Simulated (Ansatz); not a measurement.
**FHOSn (SMILES [O]=[SnH][F]): density, localisation and related maps**

```xyz
4

F    -0.7188    1.6241   -0.9742
O     1.3514    0.0840    1.1198
Sn   -0.2929    0.9112    0.8142
H    -1.7404    1.3085    1.6797
```

Geometry: BLYP-D3(BJ)/def2-SVP; core potentials replace the inner electrons of Sn.

Level of theory: Ansatz, isolated molecule in a Gaussian basis; Kohn-Sham density functional theory, functional PBE0.

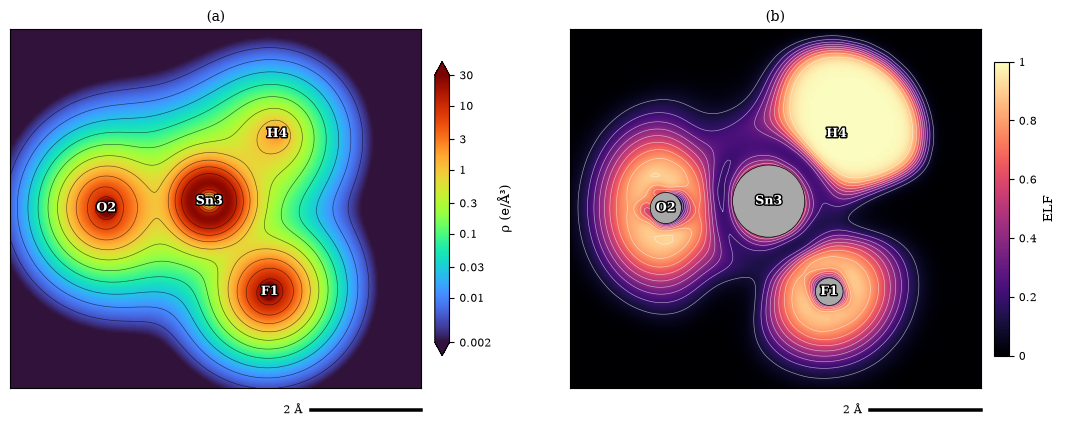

Figure 1. (a) electron density; (b) electron localisation function on the molecular plane. Grey discs cover the atomic cores in the ELF map.

> Interpret the plot.

The plane passes through F, O, Sn and H nuclei. Sn–O (1.87 Å): ρ is about 1 e/Å³ halfway; the ELF peaks at about 0.70 in the valence shell of O, 0.6 Å from its nucleus, and drops to about 0.20 between the two atoms. Sn–F (1.97 Å): ρ is about 0.75 e/Å³ halfway; the ELF peaks at about 0.80 in the valence shell of F, 0.5 Å from its nucleus, and drops to about 0.15 between the two atoms. Sn–H (1.73 Å): the density is about 1.1 e/Å³ at the midpoint; the ELF climbs to about 1 towards the hydrogen. The ELF also peaks beside F1 and O2, away from the bonds: lone-pair regions.

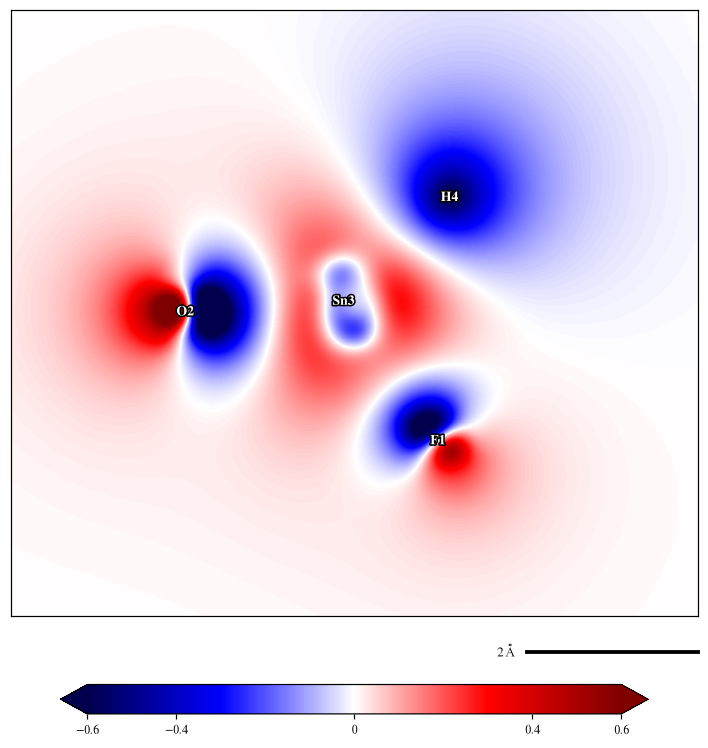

Figure 2. The LUMO on the molecular plane (values in Å⁻³ᐟ²; the overall sign is arbitrary).

> Where does this orbital lie, and at what energy?

It lies mainly on Sn3 (about 50 %), O2 (about 25 %), H4 (about 20 %) and F1 (about 10 %); it is symmetric in the molecular plane (an in-plane orbital: σ, lone-pair or in-plane π type). Its energy is −2.83 eV.
